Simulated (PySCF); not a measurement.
**C3H12O3Si2: density, localisation and related maps**

```xyz
20

C     2.6410   -0.5642   -0.0805
C     1.6461   -0.6249   -1.2316
O     0.3212   -0.6569   -0.7934
Si   -0.6079    0.5239   -0.1626
O    -2.0513   -0.1759    0.1075
C    -2.7967   -0.9707   -0.7693
Si    0.0091    1.2139    1.9227
O    -1.1515    2.0918    2.6513
H     2.4653   -1.3897    0.6039
H     2.5282    0.3680    0.4670
H     3.6543   -0.6332   -0.4670
H     1.7947    0.2348   -1.8962
H     1.8029   -1.5417   -1.8117
H    -0.7433    1.5455   -1.2258
H    -2.1560   -1.6990   -1.2676
H    -3.2813   -0.3492   -1.5259
H    -3.5590   -1.4923   -0.1890
H     1.1020    2.1924    1.8947
H     0.4338    0.1441    2.8459
H    -2.0567    1.7940    2.6581
```

Geometry: GFN2-xTB.

All numbers below come from PBE0/6-31G*, SCF density, gas phase, non-relativistic in PySCF 2.14.0.

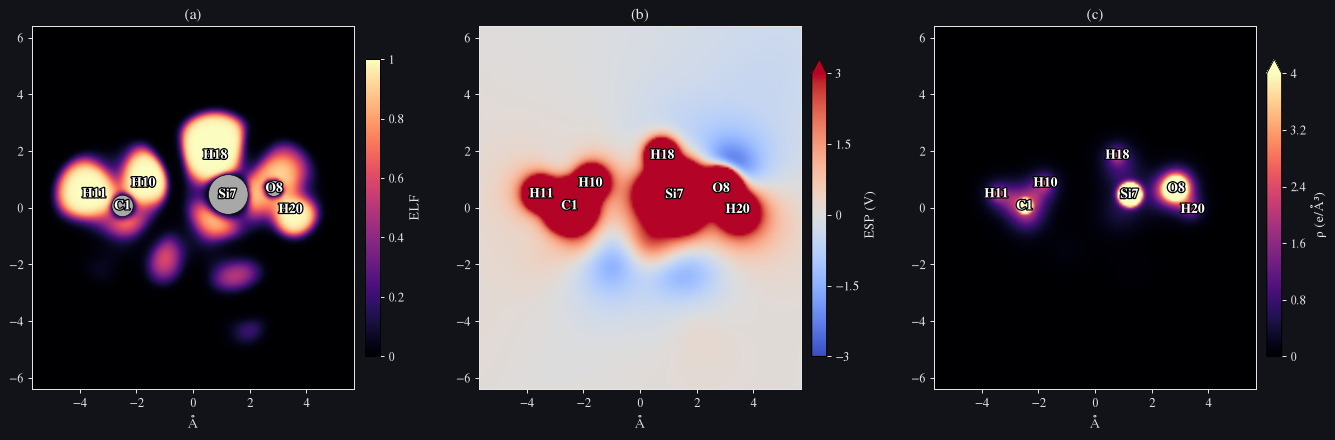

Figure 1. (a) electron localisation function; (b) electrostatic potential; (c) total electron density on the plane of atoms H10, C1 and H11. Grey discs cover the atomic cores in the ELF map.

What do the fields say about this system?

- Atoms in the plane: C, Si, O and H.
- Si–O (1.63 Å): ρ is about 1.2 e/Å³ halfway; the ELF peaks at about 0.85 between the atoms; a short, strongly polar bond.
- O–H (0.95 Å): the density is about 3.7 e/Å³ at the midpoint; the ELF climbs to about 1 towards the hydrogen, as it does in any bond to H (an ordinary covalent bond to hydrogen).
- C–H (1.09 Å): ρ is about 1.9 e/Å³ halfway; the ELF climbs to about 1 towards the hydrogen: an ordinary covalent bond to hydrogen.
- Si–H (1.47 Å): ρ is about 0.81 e/Å³ halfway; the ELF climbs to about 1 towards the hydrogen.
- The ELF also peaks beside O8, away from the bonds: lone-pair regions.
- Outside the dense part of the molecule the potential is most negative (−2.2 V) near O8.

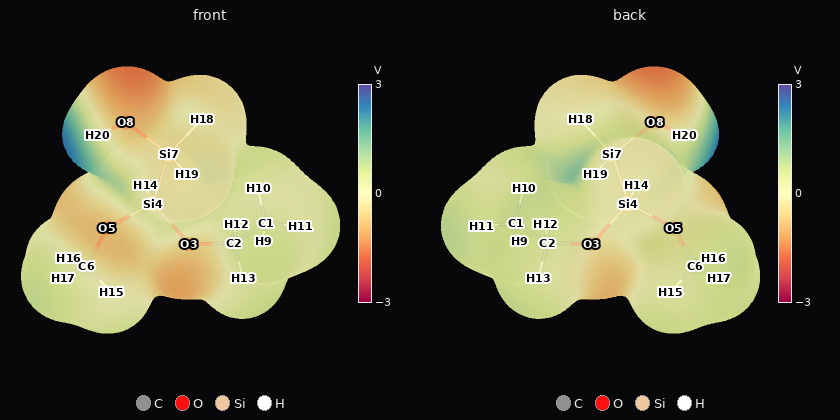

Figure 2. The electrostatic potential painted on the density surface at 0.002 e/bohr³, seen from the front and from behind; the colour scale runs from red (negative) to blue (positive).

Where is the surface potential most negative and most positive?

The most negative region (about −1.6 V) lies over O8, the most positive (about +2.4 V) over H20. O8 is the likeliest acceptor of a hydrogen bond.

What dipole moment does the calculation give?

Its dipole moment is 2.18 D.
